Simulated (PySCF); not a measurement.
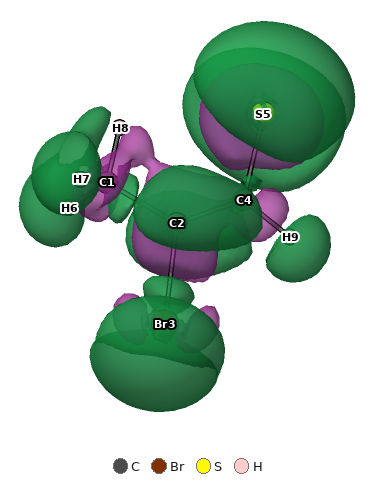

C₃H₄BrS, charge −1, SMILES `C/C(Br)=C\[S-]`. Fukui function f⁻ = ρ(N) − ρ(N−1) at fixed geometry, surfaces at ±0.008 e/Å³ (green positive, purple negative).

Level of theory: PBE/aug-cc-pVDZ (PySCF), at a geometry from GFN2-xTB. The highest occupied Kohn–Sham orbital has positive energy, a self-interaction fault of such functionals for anions. This is a single-reference result, which may miss multireference character in this system. No frequency check shows the geometry to be a minimum. GFN2-xTB bond lengths at metals and heavier atoms can be off by up to 0.1 Å and shapes distorted, which carries into these values.

### On which atoms does the density change most on removal of an electron?

f⁻ (Hirshfeld-condensed) is largest on S5 (0.43); the vertical detachment energy is 2.31 eV (the stability of the neutral species's solution wasn't checked). Condensed values hint at sites of electrophilic attack but needn't mark the atom that reacts. Orbital relaxation makes it negative in places (0.18 e in all).
